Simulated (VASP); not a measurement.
Band structure of W (bcc). Level of theory: LDA (Ceperley-Alder, Perdew-Zunger), VASP's LDA PAW potentials (set 64) (plane waves; VASP).

Unless said otherwise, spin-orbit coupling is left out, though it shifts the bands of the heavy elements here.

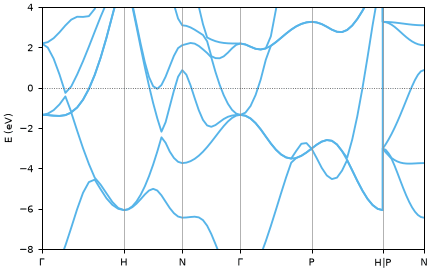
Fig. 1. Bands along high-symmetry lines, zero at the valence-band maximum or, without a gap, the Fermi level

Problem. Read the plot: is there a gap, and where are the band edges?

Solution. It has no gap at this level: it comes out as a metal or semimetal. (Edges off the drawn lines would not show.)

The compound is W in the bcc structure. It was relaxed first.
